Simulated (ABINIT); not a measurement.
# Quasiparticle gap of Al2O3 (Corundum) in ABINIT, part 2 of 3

Wanted: ground state, empty states, screening and self-energy for Al2O3 (Corundum).

ABINIT 10.8.3; PBE and many-body steps on it, plane waves. Known limits of the many-body steps: not at the basis limit; coarse k mesh.

So far. Step 2 (Ground state): The gap is direct, at Γ.

### 3. Bands along the symmetry lines

Level of this step: DFT, PBE, plane waves, norm-conserving pseudopotentials (ABINIT).

The cheap functional maps the bands first; the places of the edges decide which points the dearer methods must see.

Contents of run.abi:

```
acell 3*1.0 Angstrom
rprim 
  2.380249999995 1.374237978213 4.331866666707
  -2.380249999995 1.374237978213 4.331866666707
  -0.000000000000 -2.748475956495 4.331866666685
ntypat 2
znucl 13 8
natom 10
typat 1 1 1 1 2 2 2 2 2 2
xred 
  0.352160000000 0.352160000000 0.352160000000
  0.147840000000 0.147840000000 0.147840000000
  0.647840000000 0.647840000000 0.647840000000
  0.852160000000 0.852160000000 0.852160000000
  0.556680000000 0.943320000000 0.250000000000
  0.250000000000 0.556680000000 0.943320000000
  0.943320000000 0.250000000000 0.556680000000
  0.443320000000 0.056680000000 0.750000000000
  0.750000000000 0.443320000000 0.056680000000
  0.056680000000 0.750000000000 0.443320000000
pp_dirpath "pseudos"
pseudos "Al.upf, O.upf"
ecut 36
iscf -2
irdden 1
kptopt 0
nkpt 31
kpt 
  0.00000000 0.00000000 0.00000000
  0.12500000 0.12500000 0.12500000
  0.25000000 0.25000000 0.25000000
  0.37500000 0.37500000 0.37500000
  0.50000000 0.50000000 0.50000000
  0.56655988 0.43344012 0.50000000
  0.63311976 0.36688024 0.50000000
  0.69967964 0.30032036 0.50000000
  0.76623952 0.23376048 0.50000000
  0.50000000 -0.23376048 0.23376048
  0.50000000 -0.17532036 0.17532036
  0.50000000 -0.11688024 0.11688024
  0.50000000 -0.05844012 0.05844012
  0.50000000 0.00000000 0.00000000
  0.37500000 0.00000000 0.00000000
  0.25000000 0.00000000 0.00000000
  0.12500000 0.00000000 0.00000000
  0.00000000 0.00000000 0.00000000
  0.09172006 -0.09172006 0.00000000
  0.18344012 -0.18344012 0.00000000
  0.27516018 -0.27516018 0.00000000
  0.36688024 -0.36688024 -0.00000000
  0.63311976 0.00000000 0.36688024
  0.59983982 0.00000000 0.40016018
  0.56655988 0.00000000 0.43344012
  0.53327994 0.00000000 0.46672006
  0.50000000 0.00000000 0.50000000
  0.37500000 0.00000000 0.37500000
  0.25000000 0.00000000 0.25000000
  0.12500000 0.00000000 0.12500000
  0.00000000 0.00000000 0.00000000
istwfk *1
nband 38
nbdbuf 9
tolwfr 1e-07
nstep 50
prtwf 0
prtvol 0
indata_prefix "in"
outdata_prefix "out"
tmpdata_prefix "tmp"
```

Run with:

```sh
$ OMP_NUM_THREADS=1 mpirun -n 4 abinit run.abi > log
```

Numbers of over 12 decimals in the logs are rounded to 6 here.

What it wrote:

```text
.Version 10.8.3 of ABINIT. v10.8.2 released Aug 2026.

 Symmetries : space group R-3 c (#167); Bravais hR (rhombohedral)
[... echo of the input left out ...]
== DATASET  1 ==================================================================
-   mpi_nproc: 4, omp_nthreads: 1 (-1 if OMP is not activated)

--- !DatasetInfo
iteration_state: {dtset: 1, }
dimensions: {natom: 10, nkpt: 31, mband: 38, nsppol: 1, nspinor: 1, nspden: 1, mpw: 5944, }
cutoff_energies: {ecut:  36.0, pawecutdg:  -1.0, }
electrons: {nelect:   4.80000000E+01, charge:   0.00000000E+00, occopt:   1.00000000E+00, tsmear:   1.00000000E-02, }

 Real(R)+Recip(G) space primitive vectors, cartesian coordinates (Bohr,Bohr^-1):
 R(1)=  4.4980206  2.5969334  8.1860416  G(1)=  0.1111600  0.0641783  0.0407197
 R(2)= -4.4980206  2.5969334  8.1860416  G(2)= -0.1111600  0.0641783  0.0407197
 R(3)=  0.0000000 -5.1938668  8.1860416  G(3)=  0.0000000 -0.1283565  0.0407197
 Unit cell volume ucvol=  5.7372986E+02 bohr^3
 Angles (23,13,12)=  5.52866708E+01  5.52866708E+01  5.52866708E+01 degrees

 getcut: wavevector=  0.0000  0.0000  0.0000  ngfft=  54  54  54
         ecut(hartree)=     36.000   => boxcut(ratio)=   2.06269

--- Pseudopotential description ------------------------------------------------
- Al Generated using ONCVPSP code by D. R. Hamann
- 13.00000   3.00000  171031                  znucl, zion, pspdat
12 -101130 2 -1 1876                          pspcod,pspxc,lmax,lloc,mmax
     nproj     2     2     2
  pspatm : epsatm=    4.08140545
         --- l  ekb(1:nproj) -->
             0    5.126667    0.728291
             1    7.287548    0.832437
             2   -2.770497   -0.637722
 pspatm: atomic psp has been read  and splines computed

- O Generated using ONCVPSP code by D. R. Hamann
-  8.00000   6.00000  171031                  znucl, zion, pspdat
12 -101130 2 -1 936                           pspcod,pspxc,lmax,lloc,mmax
     nproj     2     2     1
  pspatm : epsatm=    6.19545534
         --- l  ekb(1:nproj) -->
[...]
2   -1.331955
 pspatm: atomic psp has been read  and splines computed

--------------------------------------------------------------------------------

================================================================================
 prteigrs : about to open file out_EIG
 Non-SCF case, kpt    1 (  0.00000  0.00000  0.00000), residuals and eigenvalues=
  1.42E-08  9.35E-08  1.86E-08  3.52E-08  1.68E-08  6.69E-08  2.66E-08  7.35E-08
  1.18E-08  1.44E-08  1.94E-08  1.27E-08  4.79E-08  3.45E-08  4.74E-08  5.79E-08
  8.90E-08  3.72E-08  8.58E-08  3.58E-08  5.02E-08  6.05E-08  6.62E-08  4.02E-08
[...]
8.10E-08  1.04E-05  3.64E-05  5.17E-05  1.79E-04  9.83E-05
 -5.1404E-01 -4.2818E-01 -4.1791E-01 -4.1791E-01 -4.0624E-01 -4.0624E-01
 -6.2473E-02 -2.5715E-02 -1.2918E-02 -1.2918E-02  2.8486E-02  3.2059E-02
[...]
--- !ResultsGS
iteration_state: {dtset: 1, }
comment   : Summary of ground state results
lattice_vectors:
- [  4.4980206,   2.5969334,   8.1860416, ]
- [ -4.4980206,   2.5969334,   8.1860416, ]
- [ -0.0000000,  -5.1938668,   8.1860416, ]
lattice_lengths: [   9.69472,    9.69472,    9.69472, ]
lattice_angles: [ 55.287,  55.287,  55.287, ] # degrees, (23, 13, 12)
lattice_volume:   5.7372986E+02
convergence: {deltae:  0.000E+00, res2:  0.000E+00, residm:  9.966E-08, diffor:  0.000E+00, }
etotal    :  -1.09118253E+02
entropy   :   0.00000000E+00
fermie    :   1.90422253E-01
cartesian_stress_tensor: null
pressure_GPa: null
xred      :
- [  3.5216E-01,   3.5216E-01,   3.5216E-01, Al]
- [  1.4784E-01,   1.4784E-01,   1.4784E-01, Al]
- [  6.4784E-01,   6.4784E-01,   6.4784E-01, Al]
- [  8.5216E-01,   8.5216E-01,   8.5216E-01, Al]
- [  5.5668E-01,   9.4332E-01,   2.5000E-01,  O]
- [  2.5000E-01,   5.5668E-01,   9.4332E-01,  O]
- [  9.4332E-01,   2.5000E-01,   5.5668E-01,  O]
- [  4.4332E-01,   5.6680E-02,   7.5000E-01,  O]
- [  7.5000E-01,   4.4332E-01,   5.6680E-02,  O]
- [  5.6680E-02,   7.5000E-01,   4.4332E-01,  O]
cartesian_forces: null
force_length_stats: {min: null, max: null, mean: null, }

 Integrated electronic density in atomic spheres:
 ------------------------------------------------
 Atom  Sphere_radius  Integrated_density
[...]
================================================================================

 ----iterations are completed or convergence reached----

 Mean square residual over all n,k,spin=   51.339E-09; max=  99.662E-09
 reduced coordinates (array xred) for   10 atoms
[...]
0.750000000000      0.443320000000      0.056680000000
       0.056680000000      0.750000000000      0.443320000000

 cartesian coordinates (angstrom) at end:
    1      0.000000    -2.43e-11     4.576530
    2      0.000000    -1.02e-11     1.921270
    3     -0.000000    -4.47e-11     8.419070
[...]
9      0.729975     1.484122     5.414833
   10     -1.650275    -0.109884     5.414833
 length scales=  1.889726125908  1.889726125908  1.889726125908 bohr
              =  1.000000000000  1.000000000000  1.000000000000 angstroms
 prteigrs : about to open file out_EIG
 Eigenvalues (hartree) for nkpt=  31  k points:
 kpt#   1, nband= 38, wtk=  1.00000, kpt=  0.0000  0.0000  0.0000 (reduced coord)
[...]
kpt#   2, nband= 38, wtk=  1.00000, kpt=  0.1250  0.1250  0.1250 (reduced coord)
[...]
kpt#   3, nband= 38, wtk=  1.00000, kpt=  0.2500  0.2500  0.2500 (reduced coord)
[...]
kpt#  30, nband= 38, wtk=  1.00000, kpt=  0.1250  0.0000  0.1250 (reduced coord)
[...]
0.66526    0.67704    0.71601    0.72818    0.73322    0.73748
 kpt#  31, nband= 38, wtk=  1.00000, kpt=  0.0000  0.0000  0.0000 (reduced coord)
[...]
0.13786    0.14281    0.14281    0.17247    0.17247    0.18878    0.18878    0.19042
   0.42070    0.52806    0.58648    0.61540    0.61540    0.62103    0.64669    0.64669
   0.64831    0.68796    0.72774    0.72814    0.73338    0.73484

== END DATASET(S) ==============================================================
================================================================================

 -outvars: echo values of variables after computation  --------
            nband          38
             nkpt          31
          spgroup         167
 [... the other variables as echoed above ...]

 Calculation completed.
```

The job ended after 46 s (4 MPI ranks of Arm Neoverse V1, shared host; peak memory 0.4 GiB).

This step gave:

- gap: 6.266 eV
- k of the valence top: 0, 0, 0
- k of the conduction bottom: 0, 0, 0
- least direct gap: 6.266 eV

The gap is 6.266 eV, as in the run before at this level.

The electronic bands at the labelled points (eV, zero at the top of the highest filled band):

```
     point  band 21  band 22  band 23  band 24  band 25  band 26  band 27  band 28
         Γ    -0.49    -0.04    -0.04     0.00     6.27     9.19    10.78    11.56
         T    -0.38    -0.38    -0.38    -0.38     8.71     8.71    11.13    11.13
        H2    -0.84    -0.84    -0.50    -0.50     9.74     9.74    10.15    10.15
jump to H0    -0.84    -0.84    -0.50    -0.50     9.74     9.74    10.15    10.15
         L    -0.90    -0.90    -0.27    -0.27     9.49     9.49     9.68     9.68
         Γ    -0.49    -0.04    -0.04     0.00     6.27     9.19    10.78    11.56
        S0    -0.88    -0.84    -0.56    -0.28     9.54     9.57     9.78    10.26
jump to S2    -0.88    -0.84    -0.56    -0.28     9.54     9.57     9.78    10.26
         F    -1.02    -0.91    -0.74    -0.25     9.68     9.76     9.95    10.44
         Γ    -0.49    -0.04    -0.04     0.00     6.27     9.19    10.78    11.56
```

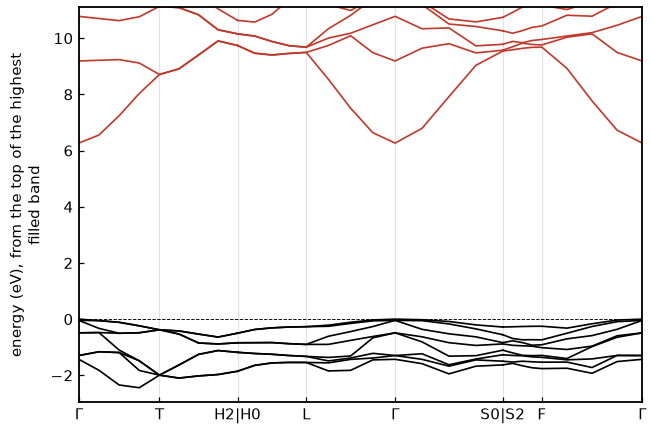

Electronic bands along the path; lines of filled and empty bands in two colours.

### 4. Empty states on the mesh, 2×2×2 mesh, 170 bands

The sums over transitions need many empty states on a uniform mesh; this step solves for them.

Contents of run.abi:

```
acell 3*1.0 Angstrom
rprim 
  2.380249999995 1.374237978213 4.331866666707
  -2.380249999995 1.374237978213 4.331866666707
  -0.000000000000 -2.748475956495 4.331866666685
ntypat 2
znucl 13 8
natom 10
typat 1 1 1 1 2 2 2 2 2 2
xred 
  0.352160000000 0.352160000000 0.352160000000
  0.147840000000 0.147840000000 0.147840000000
  0.647840000000 0.647840000000 0.647840000000
  0.852160000000 0.852160000000 0.852160000000
  0.556680000000 0.943320000000 0.250000000000
  0.250000000000 0.556680000000 0.943320000000
  0.943320000000 0.250000000000 0.556680000000
  0.443320000000 0.056680000000 0.750000000000
  0.750000000000 0.443320000000 0.056680000000
  0.056680000000 0.750000000000 0.443320000000
pp_dirpath "pseudos"
pseudos "Al.upf, O.upf"
ecut 36
ngkpt 2 2 2
nshiftk 1
shiftk 0 0 0
kptopt 1
chksymbreak 0
iscf -2
irdden 1
istwfk *1
nband 170
nbdbuf 14
tolwfr 1e-09
nstep 60
prtvol 0
indata_prefix "in"
outdata_prefix "out"
tmpdata_prefix "tmp"
```

What it wrote:

```text
.Version 10.8.3 of ABINIT. v10.8.2 released Aug 2026.

 Symmetries : space group R-3 c (#167); Bravais hR (rhombohedral)
[... echo of the input left out ...]
== DATASET  1 ==================================================================
-   mpi_nproc: 4, omp_nthreads: 1 (-1 if OMP is not activated)

--- !DatasetInfo
iteration_state: {dtset: 1, }
dimensions: {natom: 10, nkpt: 4, mband: 170, nsppol: 1, nspinor: 1, nspden: 1, mpw: 5936, }
cutoff_energies: {ecut:  36.0, pawecutdg:  -1.0, }
electrons: {nelect:   4.80000000E+01, charge:   0.00000000E+00, occopt:   1.00000000E+00, tsmear:   1.00000000E-02, }

 Real(R)+Recip(G) space primitive vectors, cartesian coordinates (Bohr,Bohr^-1):
 R(1)=  4.4980206  2.5969334  8.1860416  G(1)=  0.1111600  0.0641783  0.0407197
 R(2)= -4.4980206  2.5969334  8.1860416  G(2)= -0.1111600  0.0641783  0.0407197
 R(3)=  0.0000000 -5.1938668  8.1860416  G(3)=  0.0000000 -0.1283565  0.0407197
 Unit cell volume ucvol=  5.7372986E+02 bohr^3
 Angles (23,13,12)=  5.52866708E+01  5.52866708E+01  5.52866708E+01 degrees

 getcut: wavevector=  0.0000  0.0000  0.0000  ngfft=  54  54  54
         ecut(hartree)=     36.000   => boxcut(ratio)=   2.06269

--- Pseudopotential description ------------------------------------------------
- Al Generated using ONCVPSP code by D. R. Hamann
- 13.00000   3.00000  171031                  znucl, zion, pspdat
12 -101130 2 -1 1876                          pspcod,pspxc,lmax,lloc,mmax
     nproj     2     2     2
  pspatm : epsatm=    4.08140545
         --- l  ekb(1:nproj) -->
             0    5.126667    0.728291
             1    7.287548    0.832437
             2   -2.770497   -0.637722
 pspatm: atomic psp has been read  and splines computed

- O Generated using ONCVPSP code by D. R. Hamann
-  8.00000   6.00000  171031                  znucl, zion, pspdat
12 -101130 2 -1 936                           pspcod,pspxc,lmax,lloc,mmax
     nproj     2     2     1
  pspatm : epsatm=    6.19545534
         --- l  ekb(1:nproj) -->
[...]
2   -1.331955
 pspatm: atomic psp has been read  and splines computed

--------------------------------------------------------------------------------

================================================================================
 prteigrs : about to open file out_EIG
 Non-SCF case, kpt    1 (  0.00000  0.00000  0.00000), residuals and eigenvalues=
  2.17E-10  7.58E-11  6.84E-11  5.51E-10  7.79E-11  2.79E-10  9.33E-11  7.88E-11
  8.44E-11  1.07E-10  1.40E-10  6.86E-11  1.29E-10  9.63E-11  6.15E-11  8.59E-11
  1.61E-10  9.91E-11  9.54E-10  9.75E-11  1.40E-10  1.17E-10  3.04E-10  4.33E-10
[...]
3.56E-04  3.82E-03
 -5.1404E-01 -4.2818E-01 -4.1791E-01 -4.1791E-01 -4.0624E-01 -4.0624E-01
 -6.2473E-02 -2.5715E-02 -1.2918E-02 -1.2918E-02  2.8486E-02  3.2059E-02
  3.2059E-02  6.9048E-02  8.2134E-02  1.3786E-01  1.3786E-01  1.4281E-01
[...]
2.7105E+00  2.7187E+00  2.7187E+00  2.7398E+00  2.7398E+00  2.7691E+00
  2.7691E+00  2.7908E+00  2.8255E+00  2.8740E+00  2.9279E+00  2.9613E+00
  2.9642E+00  2.9680E+00
 prteigrs : prtvol=0 or 1, do not print more k-points.

--- !ResultsGS
iteration_state: {dtset: 1, }
comment   : Summary of ground state results
lattice_vectors:
- [  4.4980206,   2.5969334,   8.1860416, ]
- [ -4.4980206,   2.5969334,   8.1860416, ]
- [ -0.0000000,  -5.1938668,   8.1860416, ]
lattice_lengths: [   9.69472,    9.69472,    9.69472, ]
lattice_angles: [ 55.287,  55.287,  55.287, ] # degrees, (23, 13, 12)
lattice_volume:   5.7372986E+02
convergence: {deltae:  0.000E+00, res2:  0.000E+00, residm:  9.926E-10, diffor:  0.000E+00, }
etotal    :  -1.09118253E+02
entropy   :   0.00000000E+00
fermie    :   1.90422253E-01
cartesian_stress_tensor: null
pressure_GPa: null
xred      :
- [  3.5216E-01,   3.5216E-01,   3.5216E-01, Al]
- [  1.4784E-01,   1.4784E-01,   1.4784E-01, Al]
- [  6.4784E-01,   6.4784E-01,   6.4784E-01, Al]
- [  8.5216E-01,   8.5216E-01,   8.5216E-01, Al]
- [  5.5668E-01,   9.4332E-01,   2.5000E-01,  O]
- [  2.5000E-01,   5.5668E-01,   9.4332E-01,  O]
- [  9.4332E-01,   2.5000E-01,   5.5668E-01,  O]
- [  4.4332E-01,   5.6680E-02,   7.5000E-01,  O]
- [  7.5000E-01,   4.4332E-01,   5.6680E-02,  O]
- [  5.6680E-02,   7.5000E-01,   4.4332E-01,  O]
cartesian_forces: null
force_length_stats: {min: null, max: null, mean: null, }

 Integrated electronic density in atomic spheres:
 ------------------------------------------------
 Atom  Sphere_radius  Integrated_density
[...]
================================================================================

 ----iterations are completed or convergence reached----

 Mean square residual over all n,k,spin=   37.056E-11; max=  99.259E-11
 reduced coordinates (array xred) for   10 atoms
[...]
0.750000000000      0.443320000000      0.056680000000
       0.056680000000      0.750000000000      0.443320000000

 cartesian coordinates (angstrom) at end:
    1      0.000000    -2.43e-11     4.576530
    2      0.000000    -1.02e-11     1.921270
    3     -0.000000    -4.47e-11     8.419070
[...]
9      0.729975     1.484122     5.414833
   10     -1.650275    -0.109884     5.414833
 length scales=  1.889726125908  1.889726125908  1.889726125908 bohr
              =  1.000000000000  1.000000000000  1.000000000000 angstroms
 prteigrs : about to open file out_EIG
 Eigenvalues (hartree) for nkpt=   4  k points:
 kpt#   1, nband=170, wtk=  0.12500, kpt=  0.0000  0.0000  0.0000 (reduced coord)
[...]
2.64352    2.65539    2.68427    2.68427    2.71049    2.71866    2.71866    2.73978
   2.73978    2.76910    2.76910    2.79079    2.82553    2.87396    2.92793    2.96133
   2.96417    2.96802
 prteigrs : prtvol=0 or 1, do not print more k-points.

== END DATASET(S) ==============================================================
================================================================================

 -outvars: echo values of variables after computation  --------
            nband         170
             nkpt           4
          spgroup         167
 [... the other variables as echoed above ...]

 Calculation completed.
```

It took 49 s on 4 MPI ranks; peak memory 0.4 GiB.

This step gave:

```
gap                                                           : 6.266 eV
k of the valence top                                          : 0, 0, 0
k of the conduction bottom                                    : 0, 0, 0
least direct gap                                              : 6.266 eV
k points computed                                             : 4
lowest point of the top converged band, above the valence top : 67.8402 eV
```

On this mesh the gap is 6.266 eV.

### 5. Screening, 2×2×2 mesh, 156 bands, screening to 106.1 eV

The RPA dielectric matrix is built and inverted for each q.

This step: RPA screening on PBE, plane waves, norm-conserving pseudopotentials.

run.abi: that of step 4 with these lines changed.

```diff
@@ -28,10 +28,11 @@
 chksymbreak 0
-iscf -2
-irdden 1
 istwfk *1
-nband 170
-nbdbuf 14
-tolwfr 1e-09
-nstep 60
-prtvol 0
+occopt 1
+irdwfk 1
+optdriver 3
+nband 156
+ecuteps 3.9
+inclvkb 2
+awtr 1
+symchi 1
 indata_prefix "in"
```

What it wrote:

```text
.Version 10.8.3 of ABINIT. v10.8.2 released Aug 2026.

 Symmetries : space group R-3 c (#167); Bravais hR (rhombohedral)
[... echo of the input left out ...]
== DATASET  1 ==================================================================
-   mpi_nproc: 4, omp_nthreads: 1 (-1 if OMP is not activated)

--- !DatasetInfo
iteration_state: {dtset: 1, }
dimensions: {natom: 10, nkpt: 4, mband: 156, nsppol: 1, nspinor: 1, nspden: 1, mpw: 5936, }
cutoff_energies: {ecut:  36.0, pawecutdg:  -1.0, }
electrons: {nelect:   4.80000000E+01, charge:   0.00000000E+00, occopt:   1.00000000E+00, tsmear:   1.00000000E-02, }

 SCREENING: Calculation of the susceptibility and dielectric matrices

 Based on a program developped by R.W. Godby, V. Olevano, G. Onida, and L. Reining.
 Incorporated in ABINIT by V. Olevano, G.-M. Rignanese, and M. Torrent.
.Using double precision arithmetic ; gwpc =  8

[... cell and pseudopotentials left out ...]
--------------------------------------------------------------------------------

 ==== K-mesh for the wavefunctions ====
 Number of points in the irreducible wedge :     4
[... list of points left out ...]
 Together with 12 symmetry operations and time-reversal symmetry
 yields     8 points in the full Brillouin Zone.

 ==== Q-mesh for the screening function ====
 Number of points in the irreducible wedge :     4
[... list of points left out ...]
 Together with 12 symmetry operations and time-reversal symmetry
 yields     8 points in the full Brillouin Zone.

 setmesh: FFT mesh size selected  =    36x   36x   36
          total number of points  =        46656

 vcoul_init : cutoff-mode = AUXILIARY_FUNCTION
 q-points for optical limit:   1
     1)      0.000010    0.000020    0.000030

- screening: taking advantage of time-reversal symmetry
- Maximum band index for partially occupied states nbvw = 24
- Remaining bands to be divided among processors   nbcw = 132
- Number of bands treated by each node ~33

 Number of electrons calculated from density =   48.0000; Expected =   48.0000
 average of density, n =  0.083663
 r_s =    1.4184
 omega_plasma =   27.9012 [eV]

 calculating chi0 at frequencies [eV] :
  1    0.000000E+00    0.000000E+00
  2    0.000000E+00    2.790117E+01

--------------------------------------------------------------------------------
  q-point number  1        q = ( 0.000000, 0.000000, 0.000000) [r.l.u.]
--------------------------------------------------------------------------------
[... chi0 elements left out ...]
 For q-point:  0.000010 0.000020 0.000030
  dielectric constant =   3.1330
  dielectric constant without local fields =   3.3286

  Average fulfillment of the sum rule on Im[epsilon] for q-point    1 :     64.70  [%]
[... wings left out ...]
  q-point number  2        q = ( 0.500000, 0.000000, 0.000000) [r.l.u.]
--------------------------------------------------------------------------------
[... chi0 elements left out ...]
  Average fulfillment of the sum rule on Im[epsilon] for q-point    2 :     69.77  [%]

 [... 2 further q-points ...]
```

The job ended after 36 s (4 MPI ranks; peak memory 1.2 GiB).

Numbers from this step:

* ε∞ with local fields, on this mesh, along the program's q direction: 3.133
* the same without local fields: 3.329
* plasma frequency: 27.90 eV
* plane waves in the screening matrix: 205

Local fields lower ε∞ by 6 %. On a Γ-centred mesh this coarse the value itself is usually too large, while a short band sum pulls it down.

(Part 2 of 3 ends here.)

[Paths, hosts, dates, memory and timing lines, banners, echoed tables and standing remarks are left out of the program output.]

[Logs are printed without paths, hosts, clocks, repeated set-up lines and the standing remarks that a program may print on its own settings, such as how far it seeks lower states.]

[Runs of the session that timed out or met a known fault of the program may be left out.]

[Hosts, paths, dates, database ids (printed as entryN), source tags and the programs' standing remarks are cut or masked in the printed files.]

[G0W0 gaps are taken among the corrected bands and points alone; a level outside them can change the order at an edge.]

[Where Ansatz stands beside ABINIT at settings called matched, ABINIT's density can come from a denser mesh and the files from another edition; pairs whose starting gaps differed by over 0.03 eV were left out, so agreement reads better than it is.]
